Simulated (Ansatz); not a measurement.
# What a change does: single-point calculation on CH$_{4}$GeO$_{2}$S

System: CH$_{4}$GeO$_{2}$S.
Method of run 1: RKS PBE0-D4/def2-TZVPP (Ansatz 0.2.0).

The geometry comes from this level: PBE0-D4/def2-TZVP. Text and figures count atoms from 1; the logs count them from 0 in places.

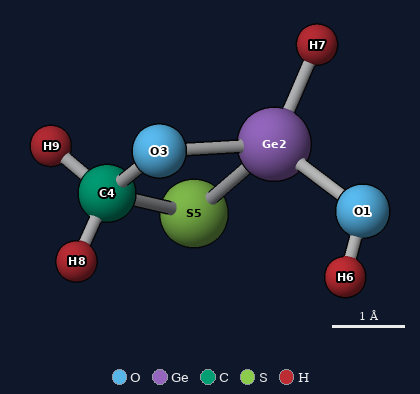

**Figure 1.** The structure as given in the input (ball-and-stick view, seen at a tilt; atoms are numbered from 1 in the order of the input). Sticks mark near contacts. Bond lengths as drawn: C–H 1.09 Å, C–O 1.41 Å, C–S 1.86 Å, Ge–H 1.53 Å, Ge–O 1.76 to 1.80 Å, Ge–S 2.21 Å and H–O 0.96 Å.

Input file, run 1:
```yaml
crystal:
  periodic: [false, false, false]
  atoms:
    - {symbol: O, position_ang: [1.062181, -1.631404, -1.307415]}
    - {symbol: Ge, position_ang: [1.010506, -0.267246, -0.197668]}
    - {symbol: O, position_ang: [-0.286300, -0.391484, 1.041482]}
    - {symbol: C, position_ang: [-1.044200, 0.746581, 0.696234]}
    - {symbol: S, position_ang: [-0.190424, 1.489288, -0.776728]}
    - {symbol: H, position_ang: [0.220828, -1.774569, -1.750492]}
    - {symbol: H, position_ang: [2.436390, -0.168750, 0.342259]}
    - {symbol: H, position_ang: [-2.067508, 0.474969, 0.426027]}
    - {symbol: H, position_ang: [-1.053172, 1.476213, 1.509201]}
basis:
  gaussian: {orbitals: def2-TZVPP}
hamiltonian: {xc: pbe0, dispersion: d4}
output: {orbitals: {seedname: orbitals}}
```

Launched with:
```bash
ansatz run in.yaml --threads 4 --pin off --events-out ev --progress --plain --max-ram 10444MiB
```

Hardware: 4 threads of Arm Neoverse V2, 23 GiB of memory available, shared host.

Output (run 1):
```
Functional definition: PBE0
  parameter a = 0.25
  parameter kappa = 0.804
  parameter beta = 0.06672455060314922
  exchange = (1 - a)*pbe_x(kappa = kappa, mu = beta*pi^2/3) + a*exact_x
  correlation = pbe_c(beta = beta)
1434 factors; their error is unknown
mean field evaluation 1: about -72528.1534 eV, gradient 7.3e1 eV
mean field evaluation 2: about -72506.2539 eV, gradient 1.3e2 eV
mean field evaluation 4: about -72536.8885 eV, gradient 6.6e0 eV
mean field evaluation 8: about -72536.9754 eV, gradient 2.2e-1 eV
mean field evaluation 16: about -72537.2567 eV, gradient 2.5e-4 eV
mean field -72537.25665384 eV, -2665.6950145102 hartree, gradient 5.0e-5 eV, S^2 0.000000; 0 other end points of the search recorded, 0 dependent functions left out
reference -72537.25668224 eV, -2665.6950155538 hartree; 37, 37 occupied and 202, 202 virtual orbitals, 1434 factors
Total energy: -72537.44873294 eV, -2665.7020732867 hartree
```

The input of run 2 differs as follows (lines with − go, lines with + come):
```diff
-hamiltonian: {xc: pbe0, dispersion: d4}
+hamiltonian: {xc: {name: wB97X-V}}
```

How does run 2 compare with run 1?

The total energies belong to different models, so their difference says nothing on which is more stable or more accurate. The HOMO goes from −7.28 to −9.66 eV. The LUMO goes from −0.52 to 1.65 eV. On the same kind of shared host run 2 took about 2.5 times as long.

Output (run 2):
```
Functional definition: wB97X-V
  parameter omega = 0.3/bohr
  parameter cx = 0.167
  parameter cx1 = 0.603
  parameter cx2 = 1.194
  parameter css0 = 0.556
  parameter css1 = -0.257
  parameter cos0 = 1.219
  parameter cos1 = -1.850
  parameter b = 6.0
  parameter c = 0.01
  exchange = spin_sum(e_x_unif_sr(omega)*poly(b97_u_x, 1 - cx, cx1, cx2)) + cx*exact_x_sr(omega) + exact_x_lr(omega)
  correlation = spin_sum(e_c_pw_same_spin*poly(b97_u_same, css0, css1))
      + integral(e_c_pw_opposite_spin*poly(b97_u_opposite, cos0, cos1)) + vv10(b, c)
1398 factors; their error is unknown
279 factors; integrals over basis functions are off by at most 9.5e-6 eV
mean field evaluation 1: about -72538.4846 eV, gradient 6.4e1 eV
mean field evaluation 2: about -72535.8543 eV, gradient 7.9e1 eV
mean field evaluation 4: about -72545.0867 eV, gradient 1.8e0 eV
mean field evaluation 8: about -72545.0986 eV, gradient 6.3e-2 eV
mean field evaluation 16: about -72545.2768 eV, gradient 2.4e-4 eV
mean field -72545.27682998 eV, -2665.9897505471 hartree, gradient 2.6e-5 eV, S^2 0.000000; 0 other end points of the search recorded, 0 dependent functions left out
reference -72545.27682817 eV, -2665.9897504807 hartree; 37, 37 occupied and 202, 202 virtual orbitals, 1398 factors
Total energy: -72545.27682817 eV, -2665.9897504807 hartree
```

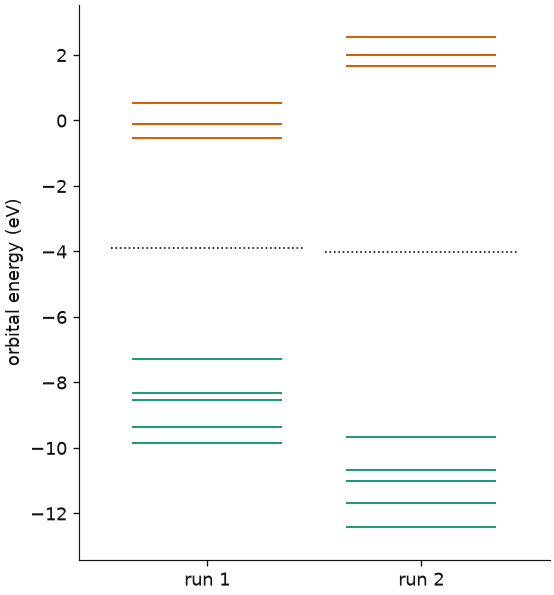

**Figure 2.** The five highest filled and three lowest empty orbital energies of the two runs; the dotted lines part filled from empty levels. The HOMO–LUMO gap is 6.76 eV in run 1 and 11.31 eV in run 2.

The two runs side by side:

| quantity | run 1 | run 2 |
| --- | --- | --- |
| outcome | converged | converged |
| total energy (hartree) | −2665.702073 | −2665.989750 |
| HOMO (eV) | −7.28 | −9.66 |
| LUMO (eV) | −0.52 | 1.65 |
| basis functions | 239 | 239 |
| wall time (shared host) | 3.5 s | 8.5 s |
